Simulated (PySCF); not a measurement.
# CCSD(T)/def2-SVP run of SClO2F (sulfuryl chloride fluoride)

Aim: the vertical singlet–triplet gap of SClO2F (sulfuryl chloride fluoride) at CCSD(T)/def2-SVP, from 2 runs. Input form: a Python script.

The results are computed with PySCF 2.14.0.

2 further runs of the same task are left out: 2 set aside as unsound or not needed.

## Step 1: The structure to begin with

The species is SClO2F (5 atoms), meant as a singlet with charge 0. As SMILES, `O=S(=O)(F)Cl`. The shape is that of a GFN2-xTB optimisation.

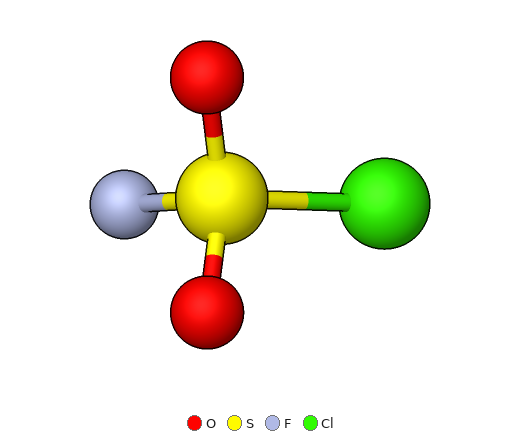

The structure, seen from a chosen angle (oxygen red, sulfur yellow, fluorine light blue, chlorine green).

## Step 2: The energy at CCSD(T)/def2-SVP

File job.py:

```python
from pyscf import gto, scf, cc

mol = gto.M(
    atom='''
O     -0.106320    -0.174430     1.511240
S      0.117000    -0.138330     0.120060
O      1.169750    -0.836360    -0.505500
F     -1.260200    -0.622100    -0.592560
Cl     0.079760     1.771230    -0.533250
''',
    max_memory=1860,
    basis='def2-svp',
    verbose=4,
)

mf = scf.RHF(mol)
mf.conv_tol = 1e-10
mf.kernel()
if not mf.converged:
    mf = mf.newton().run(mf.mo_coeff, mf.mo_occ)

mycc = cc.CCSD(mf, frozen=13)
mycc.kernel()
e_t = mycc.ccsd_t()
etot = mycc.e_tot + e_t
print('Final energy', etot)
```

The run is started by

```
$ OMP_NUM_THREADS=1 python job.py
```

The log of the run:

```text
PySCF version 2.14.0

[INPUT] num. atoms = 5
[INPUT] num. electrons = 58
[INPUT] charge = 0
[INPUT] spin (= nelec alpha-beta = 2S) = 0
[INPUT] symmetry False subgroup None
[INPUT] Mole.unit = angstrom
[INPUT] Symbol           X                Y                Z      unit          X                Y                Z       unit  Magmom
[INPUT]  1 O     -0.106320000000  -0.174430000000   1.511240000000 AA   -0.200915681564  -0.329624927908   2.855829708488 Bohr   0.0
[INPUT]  2 S      0.117000000000  -0.138330000000   0.120060000000 AA    0.221097956574  -0.261405814811   0.226880518515 Bohr   0.0
[INPUT]  3 O      1.169750000000  -0.836360000000  -0.505500000000 AA    2.210507134210  -1.580491341541  -0.955256555968 Bohr   0.0
[INPUT]  4 F     -1.260200000000  -0.622100000000  -0.592560000000 AA   -2.381432862177  -1.175598622092  -1.119776112372 Bohr   0.0
[INPUT]  5 Cl     0.079760000000   1.771230000000  -0.533250000000 AA    0.150724555695   3.347139603613  -1.007696455924 Bohr   0.0

nuclear repulsion = 339.640619661915
number of shells = 34
number of NR pGTOs = 144
number of NR cGTOs = 78
basis = def2-svp
ecp = {}

******** <class 'pyscf.scf.hf.RHF'> ********
method = RHF
initial guess = minao
damping factor = 0
level_shift factor = 0
DIIS = <class 'pyscf.scf.diis.CDIIS'>
diis_start_cycle = 1
diis_space = 8
diis_damp = 0
SCF conv_tol = 1e-10
SCF conv_tol_grad = None
SCF max_cycles = 50
direct_scf = True
direct_scf_tol = 1e-13
Set gradient conv threshold to 1e-05
Initial guess from minao.
init E= -1107.01692620563
  HOMO = -0.434163546570238  LUMO = -0.00278089369855428  gap/eV = 11.73852
cycle= 1 E= -1105.35824814835  delta_E= 1.66  |g|= 1.07  |ddm|= 2.87
  HOMO = -0.525162312346326  LUMO = -0.0450368619852406  gap/eV = 13.06488
cycle= 2 E= -1105.47179076465  delta_E= -0.114  |g|= 0.791  |ddm|=  1.5
  HOMO = -0.523061728629479  LUMO = 0.0540020590360402  gap/eV = 15.70271
cycle= 3 E= -1105.58939462709  delta_E= -0.118  |g|= 0.0641  |ddm|= 0.661
  HOMO = -0.517847749620076  LUMO = 0.0655415702301703  gap/eV = 15.87483
cycle= 4 E= -1105.59042046969  delta_E= -0.00103  |g|= 0.0226  |ddm|= 0.0734
  HOMO = -0.519296839714821  LUMO = 0.0657881135206155  gap/eV = 15.92097
cycle= 5 E= -1105.59060346845  delta_E= -0.000183  |g|= 0.00733  |ddm|= 0.0318
  HOMO = -0.519779959502625  LUMO = 0.0652510925184067  gap/eV = 15.91951
cycle= 6 E= -1105.59062185955  delta_E= -1.84e-05  |g|= 0.00202  |ddm|= 0.0104
  HOMO = -0.519850663493485  LUMO = 0.0653613555883927  gap/eV = 15.92443
cycle= 7 E= -1105.59062420995  delta_E= -2.35e-06  |g|= 0.00063  |ddm|= 0.00464
  HOMO = -0.519782817302351  LUMO = 0.065411090486319  gap/eV = 15.92394
cycle= 8 E= -1105.59062438737  delta_E= -1.77e-07  |g|= 0.000172  |ddm|= 0.00121
  HOMO = -0.519798333280629  LUMO = 0.0654122077222761  gap/eV = 15.92439
cycle= 9 E= -1105.5906244036  delta_E= -1.62e-08  |g|= 3.77e-05  |ddm|= 0.000389
  HOMO = -0.519791764684912  LUMO = 0.0654135481195746  gap/eV = 15.92425
cycle= 10 E= -1105.59062440465  delta_E= -1.05e-09  |g|= 1.14e-05  |ddm|= 9.37e-05
  HOMO = -0.519793165388408  LUMO = 0.0654107500106678  gap/eV = 15.92421
cycle= 11 E= -1105.59062440476  delta_E= -1.14e-10  |g|= 3.2e-06  |ddm|= 3.2e-05
  HOMO = -0.519792716160824  LUMO = 0.0654113736979309  gap/eV = 15.92421
cycle= 12 E= -1105.59062440476  delta_E= -1.14e-12  |g|= 1.46e-06  |ddm|= 8.34e-06
  HOMO = -0.519792760373431  LUMO = 0.0654111556414287  gap/eV = 15.92421
Extra cycle  E= -1105.59062440477  delta_E= -8.64e-12  |g|= 9.42e-07  |ddm|= 2.31e-06
converged SCF energy = -1105.59062440477

******** <class 'pyscf.cc.ccsd.CCSD'> ********
CC2 = 0
CCSD nocc = 16, nmo = 65
frozen orbitals 13
max_cycle = 50
direct = 0
conv_tol = 1e-07
conv_tol_normt = 1e-05
diis_space = 6
diis_start_cycle = 0
diis_start_energy_diff = 1e+09
Init t2, MP2 energy = -1106.43169948486  E_corr(MP2) -0.841075080091023
Init E_corr(CCSD) = -0.841075080091296
cycle = 1  E_corr(CCSD) = -0.821931572128435  dE = 0.019143508  norm(t1,t2) = 0.0874911
cycle = 2  E_corr(CCSD) = -0.848615899261612  dE = -0.0266843271  norm(t1,t2) = 0.029682
cycle = 3  E_corr(CCSD) = -0.846597997899272  dE = 0.00201790136  norm(t1,t2) = 0.0179707
cycle = 4  E_corr(CCSD) = -0.849323418992704  dE = -0.00272542109  norm(t1,t2) = 0.00592023
cycle = 5  E_corr(CCSD) = -0.849523079382126  dE = -0.000199660389  norm(t1,t2) = 0.00153773
cycle = 6  E_corr(CCSD) = -0.849362920865249  dE = 0.000160158517  norm(t1,t2) = 0.000576805
cycle = 7  E_corr(CCSD) = -0.8493291123465  dE = 3.38085187e-05  norm(t1,t2) = 0.000136195
cycle = 8  E_corr(CCSD) = -0.849337462136625  dE = -8.34979012e-06  norm(t1,t2) = 4.88211e-05
cycle = 9  E_corr(CCSD) = -0.849339609853984  dE = -2.14771736e-06  norm(t1,t2) = 2.27349e-05
cycle = 10  E_corr(CCSD) = -0.849338457968029  dE = 1.15188595e-06  norm(t1,t2) = 7.04161e-06
cycle = 11  E_corr(CCSD) = -0.849338635446452  dE = -1.77478423e-07  norm(t1,t2) = 2.97801e-06
cycle = 12  E_corr(CCSD) = -0.849338368876715  dE = 2.66569737e-07  norm(t1,t2) = 1.11504e-06
cycle = 13  E_corr(CCSD) = -0.849338344243448  dE = 2.46332668e-08  norm(t1,t2) = 4.8768e-07
CCSD converged
E(CCSD) = -1106.439962749015  E_corr = -0.8493383442434481
CCSD(T) correction = -0.0250953860149641
Final energy -1106.4650581350302
```

Run time: 26 s. Hardware: 1 thread of Arm Neoverse V1, shared host; peak memory 0.3 GiB.

## Step 3: The triplet at the same level

File input.xyz:

```xyz
5
ClFO2S
O     -0.106320    -0.174430     1.511240
S      0.117000    -0.138330     0.120060
O      1.169750    -0.836360    -0.505500
F     -1.260200    -0.622100    -0.592560
Cl     0.079760     1.771230    -0.533250
```

File job.py:

```python
from pyscf import gto, scf, cc

system = gto.M(
    atom='input.xyz',
    basis='def2-svp',
    verbose=4,
    max_memory=1860,
    spin=2,
)

hf = scf.UHF(system)
hf.conv_tol = 1e-10
hf.kernel()
if not hf.converged:
    hf = hf.newton().run(hf.mo_coeff, hf.mo_occ)

mycc = cc.CCSD(hf, frozen=13)
mycc.kernel()
e_t = mycc.ccsd_t()
e_final = mycc.e_tot + e_t
print(f'total energy: {e_final:.8f} hartree')
```

The run is started by

```
$ OMP_NUM_THREADS=1 python job.py
```

The log of the run:

```text
PySCF version 2.14.0

[INPUT] num. atoms = 5
[INPUT] num. electrons = 58
[INPUT] charge = 0
[INPUT] spin (= nelec alpha-beta = 2S) = 2
[INPUT] symmetry False subgroup None
[INPUT] Mole.unit = angstrom
[INPUT] Symbol           X                Y                Z      unit          X                Y                Z       unit  Magmom
[INPUT]  1 O     -0.106320000000  -0.174430000000   1.511240000000 AA   -0.200915681564  -0.329624927908   2.855829708488 Bohr   0.0
[INPUT]  2 S      0.117000000000  -0.138330000000   0.120060000000 AA    0.221097956574  -0.261405814811   0.226880518515 Bohr   0.0
[INPUT]  3 O      1.169750000000  -0.836360000000  -0.505500000000 AA    2.210507134210  -1.580491341541  -0.955256555968 Bohr   0.0
[INPUT]  4 F     -1.260200000000  -0.622100000000  -0.592560000000 AA   -2.381432862177  -1.175598622092  -1.119776112372 Bohr   0.0
[INPUT]  5 Cl     0.079760000000   1.771230000000  -0.533250000000 AA    0.150724555695   3.347139603613  -1.007696455924 Bohr   0.0

nuclear repulsion = 339.640619661915
number of shells = 34
number of NR pGTOs = 144
number of NR cGTOs = 78
basis = def2-svp
ecp = {}

[... 20 lines left out ...]
WARN: HOMO -0.00278089369855428 >= LUMO -0.434163546570238
[... 86 lines left out ...]
converged SCF energy = -1105.39188101929  <S^2> = 2.0179033  2S+1 = 3.0119119
[... 12 lines left out ...]
Init t2, MP2 energy = -0.81430092685335
[... 31 lines left out ...]
UCCSD converged
[... 2 lines left out ...]
total energy: -1106.25061219 hartree
```

Run time: 3.4 min. Hardware: 1 thread of Arm Neoverse V1, shared host; peak memory 0.81 GiB.

## Step 4: Outcome

Level: CCSD(T)/def2-SVP, 13 core orbitals frozen.

| quantity | value |
| --- | --- |
| singlet: total energy | -1106.46506 Eh |
| singlet: dipole moment (Hartree–Fock density) | 2.04 D |
| singlet: HOMO energy (Hartree–Fock orbitals) | -14.14 eV |
| singlet: LUMO energy (Hartree–Fock orbitals) | 1.78 eV |
| singlet: HOMO–LUMO gap (Hartree–Fock orbitals) | 15.92 eV |
| singlet: correlation energy (13 core orbitals frozen) | -874.4 mEh |
| singlet: (T) correction | -25.10 mEh |
| singlet: T1 diagnostic | 0.016 |
| triplet: total energy | -1106.25061 Eh |
| triplet: dipole moment (Hartree–Fock density) | 4.31 D |
| triplet: HOMO energy (Hartree–Fock orbitals) (highest over α and β) | -8.60 eV |
| triplet: LUMO energy (Hartree–Fock orbitals) (lowest over α and β) | -3.45 eV |
| triplet: correlation energy (13 core orbitals frozen) | -858.7 mEh |
| triplet: (T) correction | -25.16 mEh |
| triplet: ⟨S²⟩ of the reference determinant | 2.018 |
| triplet: T1 diagnostic | 0.036 |
| vertical energy of the triplet above the singlet | 5.835 eV |

In words: At this shape the triplet lies 5.84 eV (563 kJ/mol) above the singlet. The triples (singlet) make up 2.9 % of the correlation energy. The triples (triplet) make up 2.9 % of the correlation energy.
